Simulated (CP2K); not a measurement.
**SiH2BrO2 (SMILES O[Si](O)Br): PM3**

Aim: the energy change on altering one bond length of SiH2BrO2 at PM3, from 2 runs. 

Program for the calculation: CP2K 2026.2.

7 further runs of the same task are left out: 2 that didn't finish, 5 set aside as unsound or not needed.

## (1) The structure to begin with

SiH2BrO2: 6 atoms, total charge 0, spin state doublet. SMILES: `O[Si](O)Br`. Geometry: relaxed at GFN2-xTB. This is one conformer, not always the lowest.

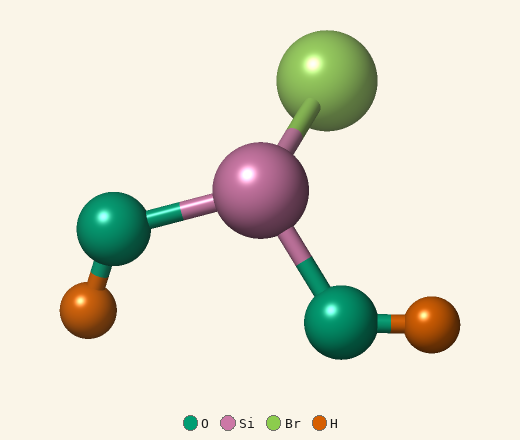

Viewed from a chosen angle; oxygen teal, silicon pink, bromine green, hydrogen orange.

## (2) Energy and gradient at PM3

molecule.xyz

```xyz
6

O     -0.441370     1.390060    -0.578900
Si     0.570570     0.165690    -0.333910
O      0.301130    -0.371880     1.179830
Br     0.099950    -1.529350    -1.741670
H     -1.233930     1.507720    -0.051760
H      0.703640    -1.162230     1.526410
```

gas.inp

```
&GLOBAL
  PROJECT_NAME gas
  RUN_TYPE ENERGY_FORCE
  PRINT_LEVEL MEDIUM
&END GLOBAL

&FORCE_EVAL
  METHOD QS
  &DFT
    MULTIPLICITY 2
    UNRESTRICTED_KOHN_SHAM T
    &QS
      METHOD PM3
      EPS_DEFAULT 1.0E-10
      &SE
        &COULOMB
          CUTOFF [angstrom] 50
          RC_RANGE [angstrom] 0
        &END COULOMB
        &EXCHANGE
          CUTOFF [angstrom] 50
          RC_RANGE [angstrom] 0
        &END EXCHANGE
      &END SE
    &END QS
    ! cluster boundary conditions
    &POISSON
      PERIODIC NONE
      POISSON_SOLVER ANALYTIC
    &END POISSON
    &SCF
      SCF_GUESS ATOMIC
      EPS_SCF 1.0E-06
      MAX_SCF 100
      ADDED_MOS 4
      &DIAGONALIZATION
        ALGORITHM STANDARD
      &END DIAGONALIZATION
      &MIXING
        METHOD DIRECT_P_MIXING
        ALPHA 0.4
      &END MIXING
    &END SCF
    ! extra output
    &PRINT
      &MOMENTS
        PERIODIC F
        REFERENCE COM
        MAX_MOMENT 1
      &END MOMENTS
      &MO ON
        ENERGIES T
        OCCUPATION_NUMBERS T
        NDIGITS 6
        &EACH
          QS_SCF 0
        &END EACH
        ADD_LAST NUMERIC
      &END MO
      &HIRSHFELD OFF
      &END HIRSHFELD
    &END PRINT
  &END DFT
  &SUBSYS
    ! box in angstrom
    &CELL
      ABC 17.9 19 19.3
      PERIODIC NONE
    &END CELL
    &TOPOLOGY
      COORD_FILE_NAME molecule.xyz
      COORD_FILE_FORMAT XYZ
      &CENTER_COORDINATES
      &END CENTER_COORDINATES
    &END TOPOLOGY
  &END SUBSYS
  &PRINT
    &FORCES ON
    &END FORCES
  &END PRINT
&END FORCE_EVAL
```

On the command line:

```sh
$ OMP_NUM_THREADS=1 cp2k.psmp -i gas.inp > gas.out 2>&1
```

Standard output:

```text
CP2K| version string:                                       CP2K version 2026.2
[...]
 GLOBAL| Method name                                                        CP2K
[...]
 GLOBAL| Run type                                                   ENERGY_FORCE
[...]
                             - Atoms:                                          6
[...]
                             - Spherical basis functions:                     18
[...]
 Number of electrons:                                                         13
[...]
     1 P_Mix/Diag. 0.40E+00    0.0     0.36715020       -34.6137627847 -3.46E+01
[...]
    17 DIIS/Diag.  0.77E-07    0.0     0.00000050       -38.5015876029 -4.75E-11
  *** SCF run converged in    17 steps ***
  Core-core repulsion energy [eV]:                           1277.48395824896647
  Core Hamiltonian energy [eV]:                             -1774.28074611286524
  Two-electron integral energy [eV]:                        -1101.76938297156653
  Electronic energy [eV]:                                   -2325.16543759864862
  Total energy [eV]:                                        -1047.68147934968215
  Atomic reference energy [eV]:                              1040.70311466127487
  Heat of formation [kcal/mol]:                              -160.92492543550415
[...]
 SE_DIPOLE| Moment [Debye]         -0.68772513      -1.80373990      -3.55252352
 SE_DIPOLE| Derivative [a.u.]       0.00000000       0.00000000       0.00000000
 ENERGY| Total FORCE_EVAL ( QS ) energy [hartree]            -38.501587602913119
 FORCES| Atomic forces [hartree/bohr]
 FORCES|   Atom     x               y               z               |f|
 FORCES|      1 -2.84823594E-02  2.60811569E-02  4.91012112E-05   3.86196058E-02
 FORCES|      2  1.53509147E-02 -1.67514355E-02 -1.05546346E-02   2.50531732E-02
 FORCES|      3  3.20284304E-03 -1.38657878E-02  2.20496247E-02   2.62431748E-02
 FORCES|      4  1.89657993E-03 -2.00530160E-03 -2.93541491E-03   4.02925684E-03
 FORCES|      5  1.13733458E-02 -3.78448549E-04 -6.14383466E-03   1.29322435E-02
 FORCES|      6 -3.34132407E-03  6.91981657E-03 -2.46484173E-03   8.06992891E-03
 FORCES| Sum     2.46330734E-16  3.88578059E-16 -7.63278329E-16
 FORCES| Total atomic force                                       8.91215769E-16
[...]
```

It took 0.93 s on 1 thread of Intel Xeon at 2.60GHz (Ice Lake), shared host; peak memory 0.19 GiB.

## (3) The distorted shape, same level

molecule.xyz

```xyz
6

O     -0.468317     1.336297    -0.427508
Si     0.543623     0.111927    -0.182518
O      0.301130    -0.371880     1.179830
Br     0.073003    -1.583113    -1.590278
H     -1.260877     1.453957     0.099632
H      0.703640    -1.162230     1.526410
```

molecule.inp

```
&GLOBAL
   PROJECT molecule
   RUN_TYPE ENERGY_FORCE
   PRINT_LEVEL MEDIUM
&END
&FORCE_EVAL
   METHOD Quickstep
   &DFT
      CHARGE 0
      MULTIPLICITY 2
      LSD T
      &QS
         METHOD PM3
         EPS_DEFAULT 1.0E-10
         &SE
            &COULOMB
               CUTOFF [angstrom] 50
               RC_RANGE [angstrom] 0
            &END
            &EXCHANGE
               CUTOFF [angstrom] 50
               RC_RANGE [angstrom] 0
            &END
         &END
      &END
      &POISSON
         PERIODIC NONE
         POISSON_SOLVER ANALYTIC
      &END
      &SCF
         SCF_GUESS ATOMIC
         EPS_SCF 1.0E-06
         MAX_SCF 100
         ADDED_MOS 4
         &DIAGONALIZATION
            ALGORITHM STANDARD
         &END
         &MIXING
            METHOD DIRECT_P_MIXING
            ALPHA 0.4
         &END
      &END
      &PRINT
         &MOMENTS
            PERIODIC F
            REFERENCE COM
            MAX_MOMENT 1
         &END
         &MO ON
            ENERGIES T
            OCCUPATION_NUMBERS T
            NDIGITS 6
            &EACH
               QS_SCF 0
            &END
            ADD_LAST NUMERIC
         &END
         &HIRSHFELD OFF
         &END
      &END
   &END
   &SUBSYS
      &CELL
         ABC [angstrom] 18 19 19.1
         PERIODIC NONE
      &END
      &TOPOLOGY
         COORD_FILE_NAME molecule.xyz
         COORD_FILE_FORMAT XYZ
         &CENTER_COORDINATES
         &END
      &END
   &END
   &PRINT
      &FORCES ON
      &END
   &END
&END
```

On the command line:

```sh
$ OMP_NUM_THREADS=1 cp2k.psmp -i molecule.inp > molecule.out 2>&1
```

Standard output:

```text
CP2K| version string:                                       CP2K version 2026.2
[...]
 GLOBAL| Method name                                                        CP2K
[...]
 GLOBAL| Run type                                                   ENERGY_FORCE
[...]
                             - Atoms:                                          6
[...]
                             - Spherical basis functions:                     18
[...]
 Number of electrons:                                                         13
[...]
     1 P_Mix/Diag. 0.40E+00    0.0     0.34976153       -34.5145746604 -3.45E+01
[...]
    16 DIIS/Diag.  0.46E-06    0.0     0.00000090       -38.4763001141 -3.67E-11
  *** SCF run converged in    16 steps ***
  Core-core repulsion energy [eV]:                           1305.21000644713536
  Core Hamiltonian energy [eV]:                             -1778.10066776516010
  Two-electron integral energy [eV]:                        -1148.20542093377139
  Electronic energy [eV]:                                   -2352.20337823204591
  Total energy [eV]:                                        -1046.99337178491055
  Atomic reference energy [eV]:                              1040.70311466127487
  Heat of formation [kcal/mol]:                              -145.05678676736514
[...]
 SE_DIPOLE| Moment [Debye]         -0.77035537      -1.73311563      -4.28040666
 SE_DIPOLE| Derivative [a.u.]       0.00000000       0.00000000       0.00000000
 ENERGY| Total FORCE_EVAL ( QS ) energy [hartree]            -38.476300114108639
 FORCES| Atomic forces [hartree/bohr]
 FORCES|   Atom     x               y               z               |f|
 FORCES|      1 -3.00656913E-02  2.97218537E-02 -1.11584648E-03   4.22916007E-02
 FORCES|      2  3.31819913E-02  2.83530292E-02 -1.24038774E-01   1.31493560E-01
 FORCES|      3 -1.10203025E-02 -5.81346905E-02  1.28781706E-01   1.41724441E-01
 FORCES|      4  1.62117051E-03 -3.36694052E-03 -3.55385335E-03   5.15697159E-03
 FORCES|      5  1.10941980E-02 -3.24851083E-04 -6.82956037E-03   1.30318707E-02
 FORCES|      6 -4.81136608E-03  3.75159916E-03  6.75632794E-03   9.10338986E-03
 FORCES| Sum     2.77555756E-16 -2.22044605E-16  4.71844785E-16
 FORCES| Total atomic force                                       5.90744027E-16
[...]
```

It took 0.99 s on 1 thread of Intel Xeon at 2.60GHz (Ice Lake), shared host; peak memory 0.19 GiB.

## (4) Outcome

At PM3:

| quantity | value |
| --- | --- |
| first shape: total energy | -38.50159 Eh |
| first shape: dipole moment | 4.04 D |
| first shape: HOMO energy (highest over α and β) | -8.20 eV |
| first shape: LUMO energy (lowest over α and β) | -2.07 eV |
| first shape: heat of formation at this unrelaxed shape | -160.9 kcal/mol |
| first shape: largest force on an atom | 1.986 eV/Å |
| distorted shape: total energy | -38.47630 Eh |
| distorted shape: dipole moment | 4.68 D |
| distorted shape: HOMO energy (highest over α and β) | -7.98 eV |
| distorted shape: LUMO energy (lowest over α and β) | -1.83 eV |
| distorted shape: heat of formation at this unrelaxed shape | -145.1 kcal/mol |
| distorted shape: largest force on an atom | 7.288 eV/Å |
| energy change with the Si2–O3 bond shortened from 1.629 to 1.466 Å | 0.688 eV |

What this shows: With the Si2–O3 bond shortened from 1.629 to 1.466 Å the energy rises by 0.69 eV (15.9 kcal/mol). The first shape isn't relaxed at this level, so the change isn't measured from a minimum. The largest force (first shape) is 1.99 eV/Å: the shape isn't a stationary point for this species at this level.
